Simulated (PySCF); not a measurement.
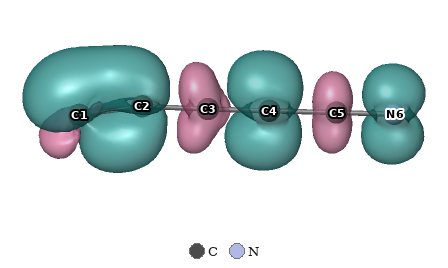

C5N (cyanobutadiynyl radical) (doublet). Isosurfaces of the spin density (α minus β) at +0.02 (teal) and −0.02 e/Å³ (pink), seen at an oblique angle.

Geometry: PBE0-D3(BJ)/def2-SVP.

The calculation used PySCF, UKS B3LYP, IGLO-III on C N, non-relativistic, mean-field spin-orbit, GIAO.

```
atom    x (Å)    y (Å)    z (Å)
   C  -3.0438  -0.4727   0.8980
   C  -1.8664  -0.1194   0.5160
   C  -0.5897  -0.0229   0.1609
   C   0.6013   0.0827  -0.1766
   C   1.9015   0.2008  -0.5492
   N   3.0212   0.3018  -0.8678
```

> Describe the spin distribution.

The unpaired spin (1 electron) lies mostly on C1 (about 0.3), C2 (about 0.3), C4 (about 0.2) and N6 (about 0.2), in electrons by Hirshfeld's partition.
